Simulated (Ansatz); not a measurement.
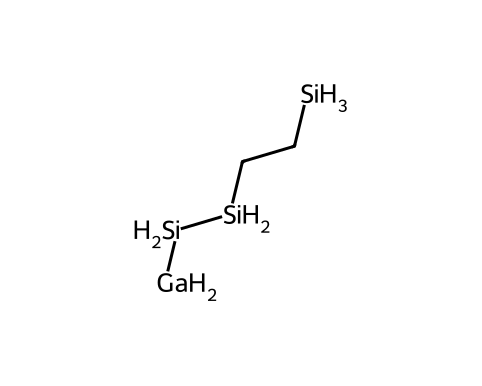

2D structure.

> Write the SMILES.

[SiH3]CC[SiH2][SiH2][GaH2]

> What is the molecular formula?

C2H13GaSi3.

> An optimisation with PBE0-D4/def2-TZVP gave a structure of which point group?

C1. Other conformers may differ.

The parts below concern this one geometry. Atoms keep their numbers from picture to picture. The computed structure is the end point of a PBE0-D4/def2-TZVP optimisation. No frequency run is at hand to confirm it as a minimum.

**Levels of theory compared**

No frequency run is at hand to confirm it as a minimum. Program: Ansatz 0.2.0.

At this fixed geometry, give HOMO–LUMO gap (eV), HOMO energy (eV) at these levels: B3LYP-D4/def2-TZVPP; B97M-V/def2-TZVPP; BHLYP-D4/def2-TZVPP; BLYP-D4/def2-TZVPP; CAM-B3LYP-D4/def2-TZVPP; HSE06 (plane-wave form)-D4/def2-TZVPP; PBE-D4/def2-TZVPP; PBE0-D4/def2-QZVPP; ωB97M-V/def2-SVP; ωB97X-V/def2-TZVPP.

| level | HOMO–LUMO gap (eV) | HOMO energy (eV) |
| --- | --- | --- |
| B3LYP-D4/def2-TZVPP | 5.43 | −6.91 |
| B97M-V/def2-TZVPP | 4.45 | −6.44 |
| BHLYP-D4/def2-TZVPP | 7.57 | −8.00 |
| BLYP-D4/def2-TZVPP | 4.00 | −5.94 |
| CAM-B3LYP-D4/def2-TZVPP | 7.99 | −8.31 |
| HSE06 (plane-wave form)-D4/def2-TZVPP | 5.05 | −6.72 |
| PBE-D4/def2-TZVPP | 4.01 | −6.10 |
| PBE0-D4/def2-QZVPP | 5.77 | −7.10 |
| ωB97M-V/def2-SVP | 9.58 | −9.06 |
| ωB97X-V/def2-TZVPP | 9.92 | −9.28 |

**Charges**

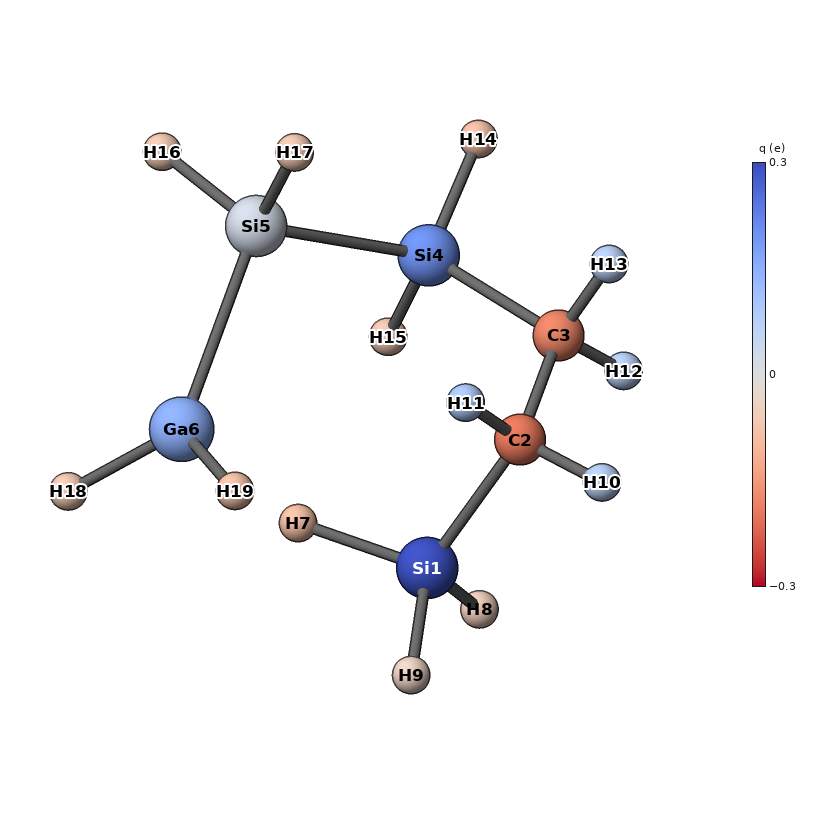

Atoms are coloured by their Mulliken charges. No frequency run is at hand to confirm it as a minimum. Level of theory: RKS r2SCAN-D4/def2-TZVPP (Ansatz 0.2.0).

> Which atom carries the highest charge (most positive or least negative)?

Si1 (0.29 e).

> And the lowest?

C2 (−0.19 e).

Give the Mulliken charges atom by atom.

| atom | value (e) |
| --- | --- |
| Si1 | 0.29 |
| C2 | −0.19 |
| C3 | −0.17 |
| Si4 | 0.20 |
| Si5 | 0.02 |
| Ga6 | 0.14 |
| H7 | −0.08 |
| H8 | −0.05 |
| H9 | −0.04 |
| H10 | 0.07 |
| H11 | 0.09 |
| H12 | 0.07 |
| H13 | 0.07 |
| H14 | −0.08 |
| H15 | −0.06 |
| H16 | −0.06 |
| H17 | −0.06 |
| H18 | −0.06 |
| H19 | −0.08 |

**Dipole moment**

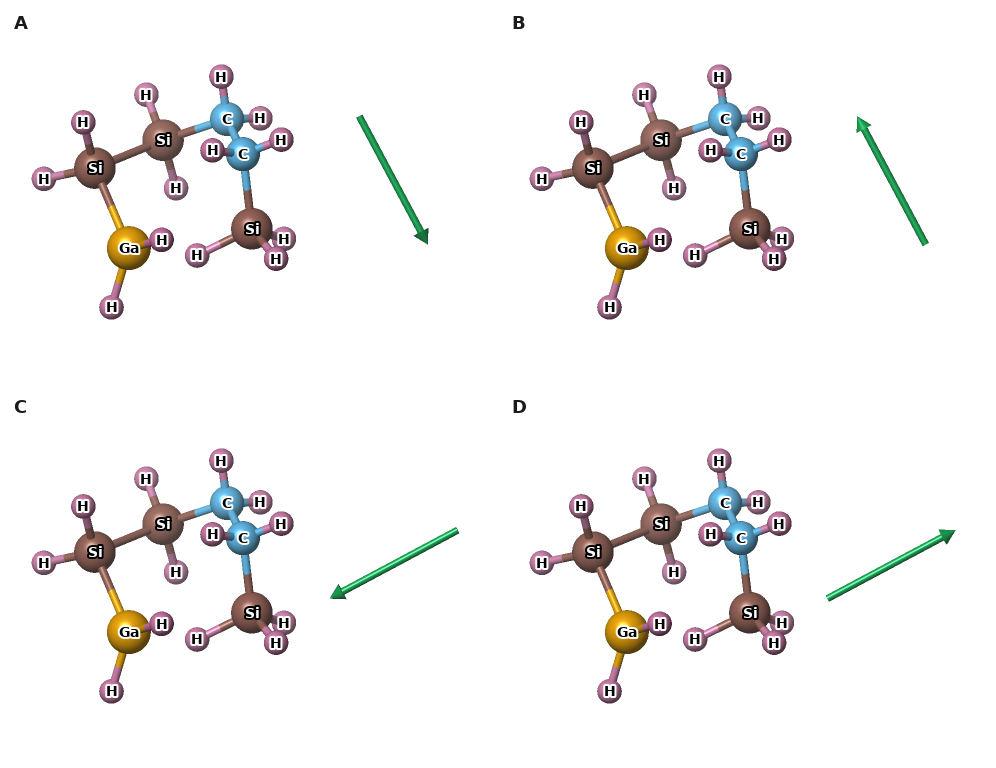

The same molecule four times, each with an arrow. No frequency run is at hand to confirm it as a minimum. Method: RKS ωB97M-V/def2-TZVPP (Ansatz 0.2.0).

> Which arrow points along the dipole moment, from the negative to the positive end?

D. The dipole moment is 2.31 D.

Mulliken values depend strongly on the basis set and can even reverse the polarity of a bond.
